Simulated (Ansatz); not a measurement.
```xyz
8
Lattice="5.9647 0.0000 0.0000 -2.9824 5.1656 0.0000 0.0000 0.0000 7.5248" Properties=species:S:1:pos:R:3 pbc="T T T"
La    0.0000    3.4438    5.7000
La    2.9824    1.7219    5.7000
La    2.9824    1.7219    1.8248
La    0.0000    3.4438    1.8248
Lu    0.0000    0.0000    0.0000
F     2.9824    0.0000    3.7624
F    -1.4912    2.5828    3.7624
F     1.4912    2.5828    3.7624
```

Space group P6/mmm; a generated structure, not necessarily the stable one.

These are results of DFT PBE, scalar-relativistic, plane waves, PAW (Ansatz 0.2.0), not measurements.

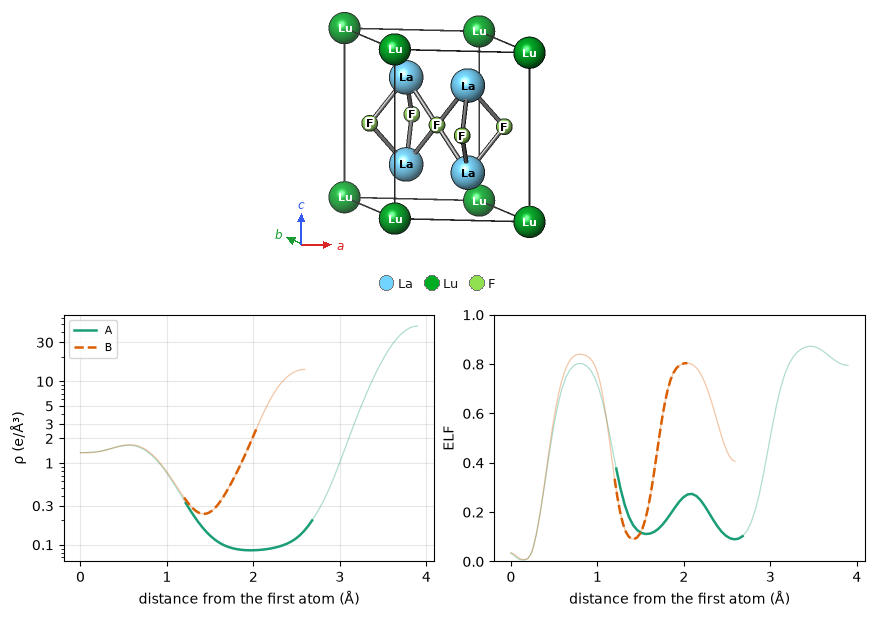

La$_{4}$LuF$_{3}$. Valence pseudo-density and ELF along straight lines between neighbouring atoms. Thin, pale parts lie inside the atomic spheres. The structure is drawn too.

Core electrons are frozen (PAW), and the valence fields are smoothed inside the atomic spheres.

Which curve belongs to which contact (La–F and La–Lu)? The first atom named is at distance zero.

Answer. Curve A: La–Lu (3.90 Å): ρ at the midpoint is about 0.09 e/Å³; the ELF is about 0.25 at the midpoint; no shared electron pair shows on this line. Curve B: La–F (2.59 Å): ρ is about 0.28 e/Å³ halfway, with its minimum of 0.24 e/Å³ about 1.4 Å from La; the ELF is about 0.15 at the midpoint (no shared electron pair shows on this line).
